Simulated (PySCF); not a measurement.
SMILES C[Si](C)(C)c1ccc([SiH3])s1 (C7H14SSi2) at its GFN2-xTB optimised geometry (Å):

```
24

C     -3.2230    -1.6979     1.5329
Si    -2.1016    -1.8482    -0.0023
C     -1.1083    -3.4722     0.0472
C     -3.1549    -1.7519    -1.5896
C     -0.8925    -0.4018     0.0000
C      0.4729    -0.4018     0.0000
C      1.0409     0.8855     0.0000
C      0.1195     1.8940    -0.0002
Si     0.3902     3.7458     0.0020
S     -1.4824     1.2293    -0.0003
H     -2.6491    -1.7627     2.4527
H     -3.7455    -0.7458     1.5392
H     -3.9704    -2.4851     1.5547
H     -0.4635    -3.5713    -0.8202
H     -0.4841    -3.5307     0.9331
H     -1.7749    -4.3284     0.0590
H     -3.6861    -0.8064    -1.6458
H     -2.5397    -1.8357    -2.4808
H     -3.8927    -2.5478    -1.6226
H      1.0526    -1.3082     0.0002
H      2.1016     1.0703     0.0001
H     -0.2111     4.3220     1.2071
H      1.8357     3.9729    -0.0131
H     -0.2375     4.3284    -1.1865
```

Method: PBE0/def2-SVP (PySCF).

Map of the HOMO−1 amplitude (bohr^(-3/2)) on the plane z = 0.6 Å; orbital energy -7.20 eV, overall sign arbitrary:

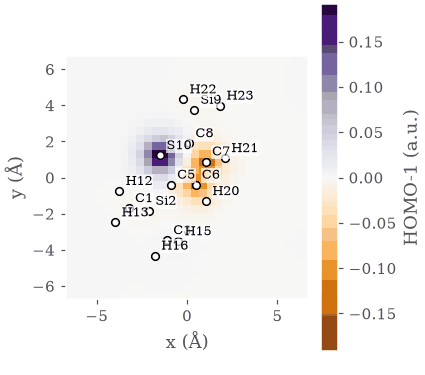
Fig. 1. HOMO−1 amplitude (bohr^(-3/2)) on the plane z = 0.6 Å.
